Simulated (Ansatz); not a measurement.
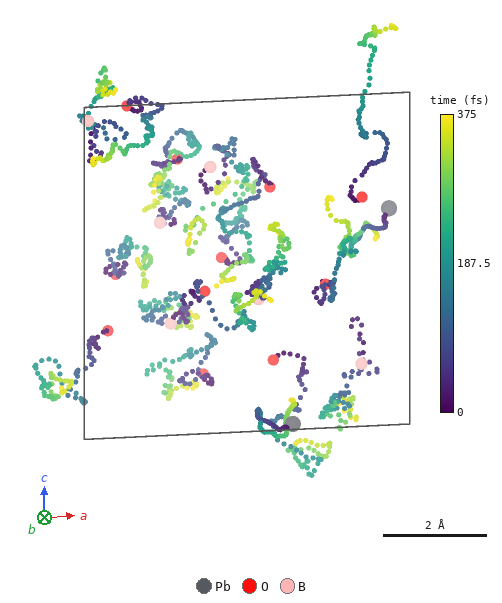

First-principles dynamics of an amorphous cell of composition B₆Pb₂O₁₁ (19 atoms in the cell), 375 fs long. Dots mark each atom's position at evenly spaced times, coloured by time; spheres stand at the starting positions. Seen along the b axis in the simulation cell.

The calculation used DFT PBE, scalar-relativistic, plane waves, PAW in Ansatz 0.2.0. Set-up: plane-wave cutoff 420 eV; k-point mesh 1 × 1 × 1; Fermi-Dirac smearing 0.293 eV; volume 0.96 times that of the relaxed crystal; set temperature 3400 K; time step 1.5 fs.

What do the traces tell about the motion?

Answer. Root-mean-square distances from the starting positions over the second half, with the common drift of all atoms taken out: O 1.69 Å, B 1.25 Å, Pb 0.65 Å. Against the typical shortest distance between atoms in the first frame, about 1.3 Å these are large excursions, but over 375 fs one can't yet tell strong vibration from the start of diffusion. 15 of the 19 free atoms end more than three quarters of that spacing from the start. Bond changes: 5 B–O bonds break between 13.5 fs and 345 fs; 7 B–O bonds form between 30 fs and 276 fs; 2 B–B bonds break between 201 fs and 334 fs; one B–B bond forms at about 272 fs. The mean temperature in the second half is 3749 K (standard deviation 682 K). The potential energy is still drifting at the end, so the run hasn't reached equilibrium. The potential energy in the second half lies on average 1038 meV per atom below the first frame. The first frame is far from relaxed (forces up to 16.6 eV/Å), so much of the motion is the structure settling. The mean pressure there is 11.2 GPa.

Limits of the set-up: the periodic images lie only 6.3 Å apart, so the values are limited by the cell's size.

Cost: 3.9 min on 2 threads of Arm Neoverse V1, on a shared host, peak memory 0.38 GiB.
